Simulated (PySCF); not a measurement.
**C2H6Zn: excited-state calculation**

C2H6Zn, computed with TDDFT B3LYP/def2-SVPD, vertical, gas phase, core orbitals frozen in the response (PySCF 2.14.0).

The geometry comes from this level: PBE0-D3(BJ)/def2-SVP.

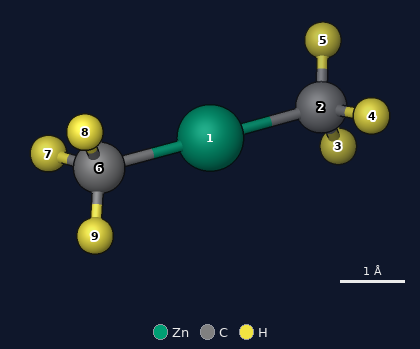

Fig. 1: The input geometry (ball-and-stick view, seen at a tilt; atoms are numbered from 1 in the order of the input). Sticks mark near contacts.

Key numbers:

```tsv
quantity	value
outcome	converged
total energy	−1858.963798 hartree
HOMO	−6.96 eV
LUMO	−0.13 eV
dipole moment	0.01 D
mean polarisability	53.01 a.u.
lowest singlet excitation	5.74 eV
hardware	1 CPU thread, shared host
wall time	7.4 s
peak memory	0.75 GiB
```

The input:
```
{"job": {"kind": "uv", "xc": "B3LYP", "basis": "def2-SVPD", "ip": false, "nstates": 15}, "charge": 0, "multiplicity": 1}
Zn     0.003202     0.007047     0.000064
C     -0.004131    -0.013239     1.945673
H     -0.441395     0.910742     2.358161
H      1.016231    -0.106564     2.352258
H     -0.593265    -0.859943     2.334704
C      0.004995     0.015094    -1.945634
H     -1.021267     0.016516    -2.348222
H      0.516884    -0.873564    -2.350019
H      0.518757     0.903919    -2.346985
```

The first line tells a small driver script what to run in PySCF; the rest is the geometry in Å.

The program's output:
```
coarse grid: 32632 points
cycle   1  E = -1858.8490024470  dE = -4.021e-01  |g| = 7.901e-01  |ddm| = 3.464e+00
cycle   2  E = -1858.7182455120  dE =  1.308e-01  |g| = 1.168e+00  |ddm| = 2.226e+00
cycle   3  E = -1858.9631888381  dE = -2.449e-01  |g| = 6.382e-02  |ddm| = 1.365e+00
cycle   4  E = -1858.9636674428  dE = -4.786e-04  |g| = 2.527e-02  |ddm| = 8.132e-02
cycle   5  E = -1858.9638263850  dE = -1.589e-04  |g| = 2.097e-03  |ddm| = 2.929e-02
cycle   6  E = -1858.9638273895  dE = -1.005e-06  |g| = 2.690e-04  |ddm| = 4.477e-03
final grid: 67688 points
cycle   7  E = -1858.9637984514  dE = -3.924e-08  |g| = 1.684e-04  |ddm| = 5.122e-03
cycle   8  E = -1858.9637984550  dE = -3.572e-09  |g| = 1.372e-04  |ddm| = 4.160e-04
cycle   9  E = -1858.9637984598  dE = -4.834e-09  |g| = 2.973e-05  |ddm| = 1.852e-04
cycle  10  E = -1858.9637984601  dE = -2.281e-10  |g| = 2.616e-06  |ddm| = 4.194e-05
```

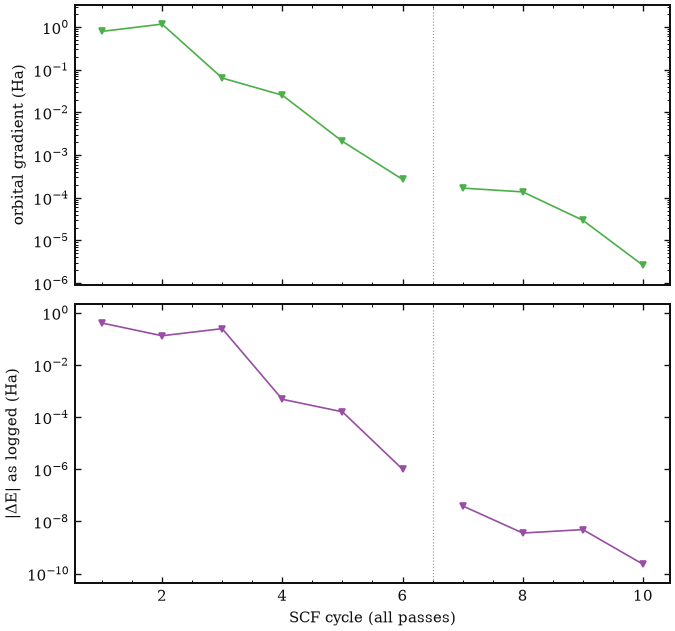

Fig. 2: Convergence of the self-consistent field: orbital gradient and size of the energy change against the SCF cycle. The dotted line marks the change from a coarse to the final integration grid. The first 6 cycles use a coarse grid, the final grid takes over at cycle 7, and the field converges after 10 cycles in all.

```
converged SCF energy = -1858.9637984601

Static polarisability (au): isotropic 53.010, principal 43.500 43.501 72.029

Singlet excitations
state   eV       nm        f      main configurations
  1   5.7385    216.1   0.00004   H->L 0.82, H->L+1 0.17
  2   5.7388    216.0   0.00001   H->L+1 0.83, H->L 0.16
  3   6.2681    197.8   0.32776   H->L+2 0.95
  4   7.1225    174.1   0.00001   H->L+3 0.95
  5   7.7142    160.7   0.00027   H-1->L+2 0.91
  6   7.8502    157.9   0.12998   H-1->L+1 0.57, H-1->L 0.38
  7   7.8504    157.9   0.12988   H-1->L 0.55, H-1->L+1 0.39
  8   8.6140    143.9   0.00004   H->L+4 0.94
  9   8.6143    143.9   0.00001   H->L+5 0.94
 10   8.7702    141.4   0.05159   H-1->L+3 0.51, H->L+6 0.38
 11   8.9227    139.0   0.04387   H->L+6 0.58, H-1->L+3 0.37
 12   8.9707    138.2   0.00000   H-2->L 0.43, H-3->L+1 0.39, H-3->L 0.09
 13   8.9974    137.8   0.00010   H-3->L 0.49, H-2->L+1 0.47
 14   8.9984    137.8   0.00011   H-3->L+1 0.50, H-2->L 0.46
 15   9.0715    136.7   0.00029   H-3->L+2 0.20, H-2->L+1 0.17, H-2->L+2 0.17

Triplet excitations (Tamm-Dancoff, eV): 5.4420 5.5401 5.5411 6.8766
```

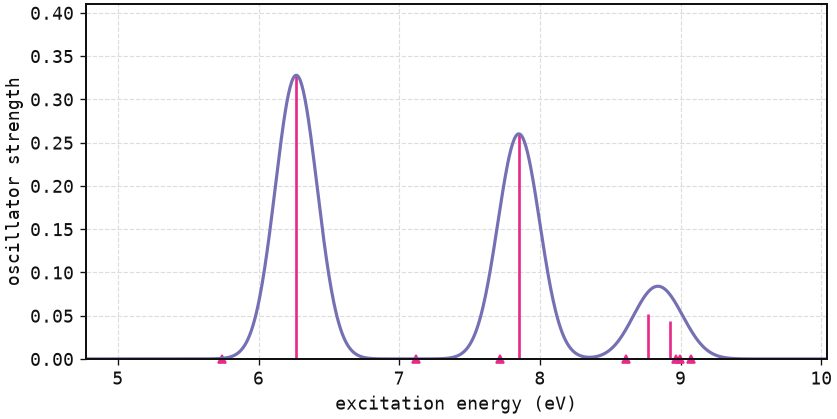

Fig. 3: Computed excitations as sticks (degenerate states added up, dark ones marked on the axis), with a Gaussian envelope of 0.35 eV full width at half maximum, scaled to the tallest. Of the 15 states the lowest lies at 5.74 eV (f = 0.000); the strongest line is at 6.27 eV, or 198 nm (f = 0.328).

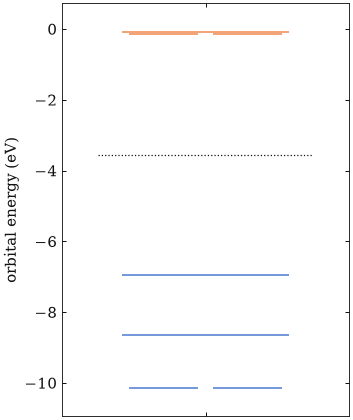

Fig. 4: Orbital energies near the frontier; the dotted line parts filled from empty levels, and levels within 0.02 eV of each other stand side by side. Highest filled −6.96 eV, lowest empty −0.13 eV, 6.83 eV apart.
